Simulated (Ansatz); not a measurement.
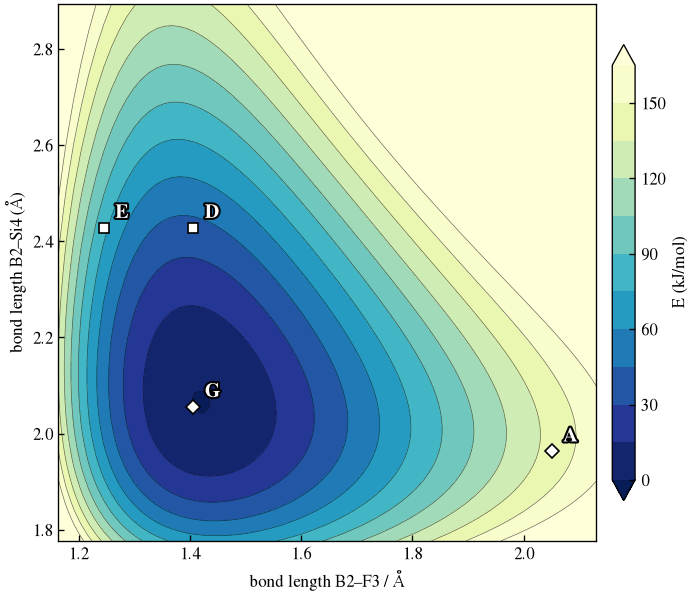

BFH3OSi, SMILES [O-]B(F)[SiH3], charge −1. The first coordinate is: bond length B2–F3; the second: bond length B2–Si4. Nothing is relaxed (all other coordinates rigid). The grid has 13 × 13 points. Energies are in kJ/mol, from the lowest grid point. The reference is spin-restricted, which grows unreliable where a bond is stretched far. Computed with RKS CAM-B3LYP-D4/def2-SVPD (Ansatz 0.2.0).

The picture shows filled contours, one colour for all values above the top of the scale, lettered points. Between grid points the surface is interpolated.

Q: What kind of point is each of A, D, E, G: minimum, saddle, maximum or slope?

A: A: on a slope; D: on a slope; E: on a slope; G: minimum. (In these two coordinates alone; a stationary point may lie a little off the grid point.)

Q: Rank the lettered points by energy, lowest first.

A: G (0 kJ/mol), D (41 kJ/mol), E (80 kJ/mol), A (141 kJ/mol).
